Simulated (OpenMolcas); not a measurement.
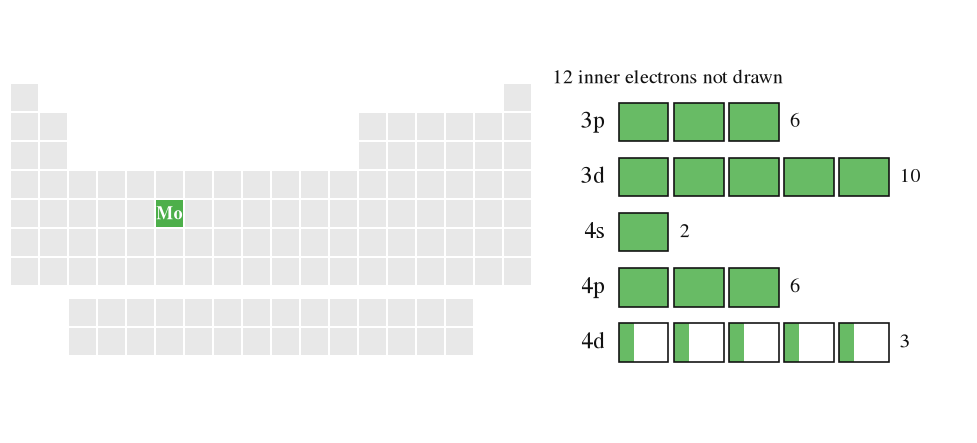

Fig. 1: Left, the place of molybdenum in the periodic table; right, the outer shells of the leading configuration of the lowest level: a box for each of the 2l + 1 orbitals, shaded by the share of the shell that is filled, with the electron count at the right.

Multiconfigurational calculation: Mo³⁺ complex (part 1 of 2)

Mo³⁺ with 6 ligands (Cl; octahedron, 2.45 Å), neutralised by 6 outer point charges of +0.5 e, whose field is part of the energies. Computed at this level: state-averaged CASSCF, active space 3 electrons in the shell 4d, basis ANO-RCC-VTZP on the metal and ANO-RCC-VDZP on the ligands, DKH2 scalar Hamiltonian, spin-orbit coupling by RASSI with atomic mean-field integrals (OpenMolcas).

Results in brief:

```tsv
quantity	value
outcome	converged
energy of the lowest spin-free term	−6812.42799 hartree
energy of the lowest spin-orbit level	−6812.42840 hartree
largest spread among components of a term	0.0 cm⁻¹
hardware	1 thread of Arm Neoverse V2, 256 GiB of memory available, shared host
wall time	41 s
```

Notes:

Without dynamic correlation the splittings between terms come out too large, often by 20 to 50 %. Limits: covalent bonds, ligand orbitals missing from the active space; distances are set from ionic radii, not optimised.

Input:
```
&GATEWAY
Coord
7

Mo 0.0 0.0 0.0
Cl 2.450000 0.000000 0.000000
Cl 0.000000 2.450000 0.000000
Cl -2.450000 0.000000 0.000000
Cl 0.000000 -2.450000 0.000000
Cl 0.000000 0.000000 2.450000
Cl 0.000000 0.000000 -2.450000
Basis=Mo.ANO-RCC-VTZP,Cl.ANO-RCC-VDZP
Group=XYZ
NoMove
AngMom=0.0 0.0 0.0
AMFI
RICD
XField
3 Angstrom 0
5.050000 0.000000 0.000000 0.500000
0.000000 5.050000 0.000000 0.500000
0.000000 0.000000 5.050000 0.500000
&SEWARD
&RASSCF
FileOrb=start.orb
Symmetry=1
Spin=4
nActEl=3 0 0
Inactive=36 36
Ras2=5 0
CIRoot=10 10 1
SDav=10
CIMx=300
Iter=150 100
PrWF=0.3
OrbListing=Nothing
MaxOrb=0
LevShft=1.0
>>> COPY $Project.JobIph JOB001
&RASSCF
FileOrb=start.orb
Symmetry=1
Spin=2
nActEl=3 0 0
Inactive=36 36
Ras2=5 0
CIRoot=40 40 1
SDav=40
CIMx=300
Iter=150 100
PrWF=0.3
OrbListing=Nothing
MaxOrb=0
LevShft=1.0
>>> COPY $Project.JobIph JOB002
&RASSI
NrOfJobIphs=2 10 40
1 2 3 4 5 6 7 8 9 10
1 2 3 4 5 6 7 8 9 10 11 12 13 14 15 16 17 18 19 20 21 22 23 24 25 26 27
28 29 30 31 32 33 34 35 36 37 38 39 40
IphNames
JOB001
JOB002
EJob
SpinOrbit
DIPRint=1.0
SOCoupling=1000.0
Subsets=2
Property=9
'ANGMOM' 1 'ANGMOM' 2 'ANGMOM' 3 'MLTPL  1' 1 'MLTPL  1' 2 'MLTPL  1' 3
'AMFI' 1 'AMFI' 2 'AMFI' 3
SOProperty=3
'ANGMOM' 1 'ANGMOM' 2 'ANGMOM' 3
```

The file start.orb holds starting orbitals from an earlier step. A driver script formed the levels outside the program, from RASSI's spin-orbit matrix and the active-space energies, averaged over the components of each term or state.

Command:
```bash
OMP_NUM_THREADS=1 MOLCAS_MEM=2457 MOLCAS_PROJECT=a pymolcas a.inp > a.log  # once for each step of the input, in one work folder
```

Log (extracts):
```
--- SEWARD ---
Basis set label: MO.ANO-RCC...7S6P4D2F1G.

      Electronic valence basis set:
      ------------------
      Associated Effective Charge  42.000000 au
      Associated Actual Charge     42.000000 au
      Nuclear Model: Point charge

      Shell  nPrim  nBasis  Cartesian Spherical Contaminant
         s      21       7        X
         p      18       6        X
         d      13       4                 X
         f       6       2                 X
         g       4       1                 X
                  Relativistic Douglas-Kroll-Hess integrals:
                    - DKH order of Hamiltonian: 2
                    - DKH order of Properties : 0
                  Atomic mean-field integrals
--- RASSCF ---
Wave function specifications:
      -----------------------------

      Number of closed shell electrons         144
      Number of electrons in active shells       3
      Max number of holes in RAS1 space          0
      Max nr of electrons in RAS3 space          0
      Number of inactive orbitals               72
      Number of active orbitals                  5
      Number of secondary orbitals              99
      Spin quantum number                      1.5
      State symmetry                             1
Orbital specifications:
      -----------------------

      Symmetry species                           1   2
                                                ag  au
      Frozen orbitals                            0   0
      Inactive orbitals                         36  36
      Active orbitals                            5   0
      RAS1 orbitals                              0   0
      RAS2 orbitals                              5   0
      RAS3 orbitals                              0   0
      Secondary orbitals                        49  50
      Deleted orbitals                           0   0
      Number of basis functions                 90  86
      Number of CSFs                            10
      Number of root(s) required                10
      Iter CI   SX   CI       RASSCF       Energy    max ROT     max BLB   max BLB  Level Ln srch  Step   QN
          iter iter root      energy       change     param      element    value   shift minimum  type update
 Nr of preliminary CI iterations:   1
      Total energies have been shifted. Add                -6000.00 au
        1   1   12    0  -811.71403671    0.00E+00  -8.72E-02   36  39 1  1.77E-01*  0.95   0.00    SX    NO
        2   1   13    0  -812.17339085   -4.59E-01* -6.99E-02   36  39 1  1.18E-01*  0.75   0.00    SX    NO
        3   1   12    0  -812.28284578   -1.09E-01* -3.50E-02   36  39 1  6.12E-02*  0.75   0.00    SX    NO
        4   1   12    0  -812.30537780   -2.25E-02* -1.94E-02   36  39 1  3.46E-02*  0.76   0.00    SX    NO
        5   1   11    0  -812.31251997   -7.14E-03* -2.52E-02   36  39 1  2.13E-02*  0.77   2.50    LS   YES
        6   1   11    0  -812.31661076   -4.09E-03*  6.69E-03   14  44 2 -6.08E-03*  0.77   1.19    QN   YES
        7   1   10    0  -812.31722370   -6.13E-04*  3.71E-03   14  44 2 -2.82E-03*  0.77   1.57    LS   YES
        8   1   10    0  -812.31731595   -9.23E-05*  1.37E-03    8  55 2 -2.63E-03*  0.77   1.03    QN   YES
        9   1    9    0  -812.31738630   -7.03E-05*  6.67E-04   12  60 2 -7.77E-04*  0.77   1.49    LS   YES
       10   1    9    0  -812.31739481   -8.52E-06*  1.93E-04    9  63 1 -1.20E-03*  0.77   1.00    QN   YES
       11   1    9    0  -812.31739965   -4.84E-06*  1.15E-04   14  61 2 -2.45E-04*  0.77   1.60    LS   YES
       12   1    9    0  -812.31740044   -7.89E-07*  1.36E-04    9  59 2  4.06E-04*  0.77   1.00    QN   YES
       13   1    8    0  -812.31740118   -7.44E-07* -1.06E-04   14  44 2 -1.11E-04*  0.77   1.50    QN   YES
       14   1    7    0  -812.31740143   -2.51E-07*  3.13E-05    8  47 1  5.61E-05   0.77   1.20    QN   YES
       15   1    6    0  -812.31740146   -2.33E-08*  1.18E-05    9  59 2 -1.89E-05   0.77   1.33    QN   YES
       16   1    5    0  -812.31740146   -3.84E-09   3.47E-06   14  57 1 -6.05E-06   0.77   1.28    QN   YES
      Convergence after 16 iterations
       17   1    5    0  -812.31740146   -5.61E-10   3.47E-06    6  45 1 -2.31E-06   0.77   1.28    QN   YES
      Natural orbitals and occupation numbers for root  1
      sym 1:   1.000000   1.000000   0.000000   1.000000   0.000000
      Natural orbitals and occupation numbers for root  2
      sym 1:   1.000000   0.000193   0.000193   0.999807   0.999807
      Natural orbitals and occupation numbers for root  3
      sym 1:   1.000000   0.999806   0.999806   0.000194   0.000194
::    RASSCF root number  1 Total energy:  -6812.42799132
::    RASSCF root number  2 Total energy:  -6812.34730550
::    RASSCF root number  3 Total energy:  -6812.34730550
::    RASSCF root number  4 Total energy:  -6812.34730550
::    RASSCF root number  5 Total energy:  -6812.31685513
::    RASSCF root number  6 Total energy:  -6812.31685513
::    RASSCF root number  7 Total energy:  -6812.31685513
::    RASSCF root number  8 Total energy:  -6812.25118047
::    RASSCF root number  9 Total energy:  -6812.25118047
::    RASSCF root number 10 Total energy:  -6812.25118047
--- RASSCF ---
Wave function specifications:
      -----------------------------

      Number of closed shell electrons         144
      Number of electrons in active shells       3
      Max number of holes in RAS1 space          0
      Max nr of electrons in RAS3 space          0
      Number of inactive orbitals               72
      Number of active orbitals                  5
      Number of secondary orbitals              99
      Spin quantum number                      0.5
      State symmetry                             1
Orbital specifications:
      -----------------------

      Symmetry species                           1   2
                                                ag  au
      Frozen orbitals                            0   0
      Inactive orbitals                         36  36
      Active orbitals                            5   0
      RAS1 orbitals                              0   0
      RAS2 orbitals                              5   0
      RAS3 orbitals                              0   0
      Secondary orbitals                        49  50
      Deleted orbitals                           0   0
      Number of basis functions                 90  86
      Number of CSFs                            40
      Number of root(s) required                40
      Iter CI   SX   CI       RASSCF       Energy    max ROT     max BLB   max BLB  Level Ln srch  Step   QN
          iter iter root      energy       change     param      element    value   shift minimum  type update
 Nr of preliminary CI iterations:   1
      Total energies have been shifted. Add                -6000.00 au
        1   1   11    0  -812.24852699    0.00E+00  -9.66E-03   38  44 1 -8.29E-03*  0.75   0.00    SX    NO
        2   1   10    0  -812.24940831   -8.81E-04*  4.75E-03   30  39 1  4.83E-03*  0.74   0.00    SX    NO
        3   1   10    0  -812.24973304   -3.25E-04*  2.90E-03   30  39 1  3.16E-03*  0.74   0.00    SX    NO
        4   1   10    0  -812.24986503   -1.32E-04*  1.71E-03   30  39 1  2.16E-03*  0.74   0.00    SX    NO
        5   1    9    0  -812.24992092   -5.59E-05*  2.52E-03   30  39 1  1.43E-03*  0.74   2.50    LS   YES
        6   1    9    0  -812.24996097   -4.00E-05*  6.37E-04   32  38 1 -4.21E-04*  0.74   1.29    QN   YES
        7   1    8    0  -812.24996397   -3.00E-06*  1.24E-04   28  46 2 -1.19E-04*  0.74   1.13    QN   YES
        8   1    7    0  -812.24996427   -2.97E-07*  9.27E-05   28  42 1 -7.31E-05   0.74   1.75    LS   YES
        9   1    7    0  -812.24996434   -6.62E-08*  8.02E-05   30  39 1 -6.22E-05   0.74   1.00    QN   YES
       10   1    6    0  -812.24996438   -4.10E-08*  2.89E-05   30  39 1 -2.35E-05   0.74   1.36    QN   YES
       11   1    6    0  -812.24996439   -7.18E-09  -1.17E-05   32  38 1 -9.31E-06   0.74   1.34    QN   YES
      Convergence after 11 iterations
       12   1    6    0  -812.24996439   -2.07E-09  -1.17E-05   32  38 1 -6.28E-06   0.74   1.34    QN   YES
      Natural orbitals and occupation numbers for root  1
      sym 1:   0.004411   0.992931   1.003252   0.976244   0.023162
      Natural orbitals and occupation numbers for root  2
      sym 1:   0.023162   1.005374   0.978366   0.988687   0.004411
      Natural orbitals and occupation numbers for root  3
      sym 1:   0.007969   0.999205   0.986060   0.996488   0.010278
::    RASSCF root number  1 Total energy:  -6812.36597082
::    RASSCF root number  2 Total energy:  -6812.36597082
::    RASSCF root number  3 Total energy:  -6812.36325658
::    RASSCF root number  4 Total energy:  -6812.36325658
::    RASSCF root number  5 Total energy:  -6812.36325658
::    RASSCF root number  6 Total energy:  -6812.33401561
::    RASSCF root number  7 Total energy:  -6812.33401561
::    RASSCF root number  8 Total energy:  -6812.33401561
::    RASSCF root number  9 Total energy:  -6812.29723843
::    RASSCF root number 10 Total energy:  -6812.29135029
::    RASSCF root number 11 Total energy:  -6812.29135029
::    RASSCF root number 12 Total energy:  -6812.29135029
::    RASSCF root number 13 Total energy:  -6812.28699767
::    RASSCF root number 14 Total energy:  -6812.28699767
::    RASSCF root number 15 Total energy:  -6812.28699767
::    RASSCF root number 16 Total energy:  -6812.27933802
::    RASSCF root number 17 Total energy:  -6812.27933802
::    RASSCF root number 18 Total energy:  -6812.26889196
::    RASSCF root number 19 Total energy:  -6812.26889196
::    RASSCF root number 20 Total energy:  -6812.26889196
::    RASSCF root number 21 Total energy:  -6812.24582983
::    RASSCF root number 22 Total energy:  -6812.24582983
::    RASSCF root number 23 Total energy:  -6812.24582983
::    RASSCF root number 24 Total energy:  -6812.23927489
::    RASSCF root number 25 Total energy:  -6812.21072515
::    RASSCF root number 26 Total energy:  -6812.21072515
::    RASSCF root number 27 Total energy:  -6812.21072515
::    RASSCF root number 28 Total energy:  -6812.20643563
::    RASSCF root number 29 Total energy:  -6812.20643563
::    RASSCF root number 30 Total energy:  -6812.20643563
```

(Continued in part 2.)
